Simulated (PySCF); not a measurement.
**TaH (quintet): density, localisation and related maps**

```csv
atom,x (Å),y (Å),z (Å)
Ta,0.0000,0.0000,-0.0098
H,0.0000,0.0000,1.7602
```

Core potentials replace the inner electrons of Ta.

All numbers below come from PySCF 2.14.0, PBE0/cc-pVDZ(-PP), non-relativistic Hamiltonian with scalar-relativistic core potentials where named, at a bond length of 1.770 Å.

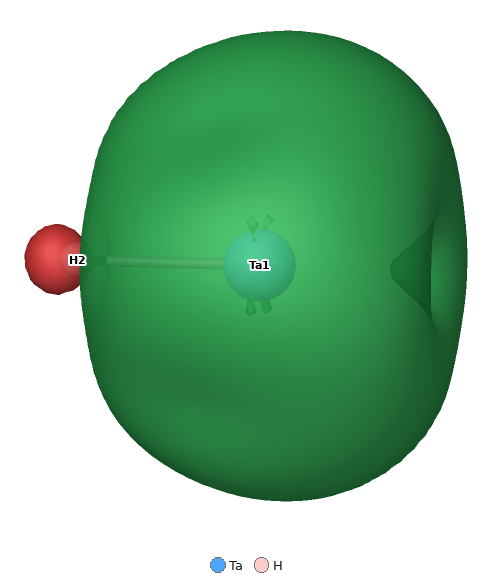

Figure 1. Isosurfaces of the spin density (α minus β) at +0.015 (green) and −0.015 e/Å³ (red), seen from one side.

**Where is the unpaired spin?**

The unpaired spin (4 electrons) lies mostly on Ta1 (about 3.9) and H2 (about 0.1), in electrons by Hirshfeld's partition.

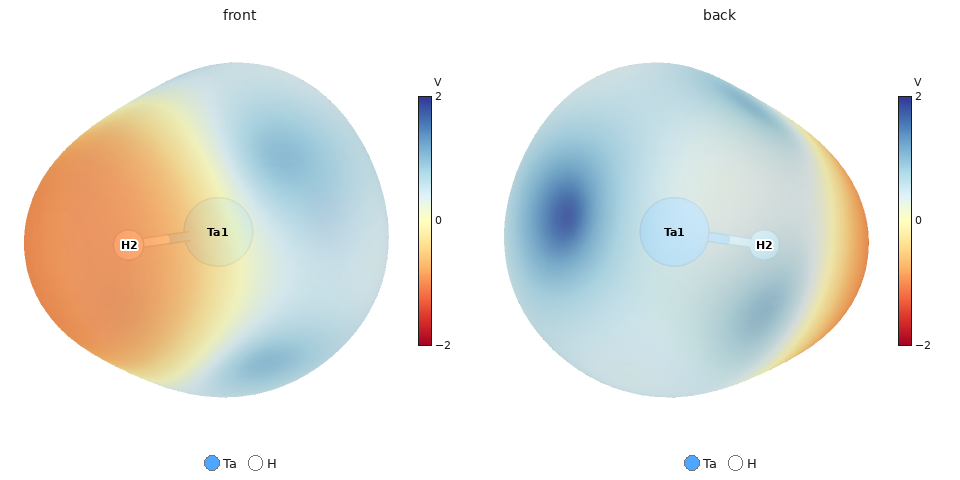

Figure 2. The electrostatic potential painted on the density surface at 0.001 e/bohr³, seen from the front and from behind; red is negative and blue positive.

**Describe the electrostatic potential map.**

The most negative region (about −1.0 V) lies over H2, the most positive (about +1.7 V) over Ta1.
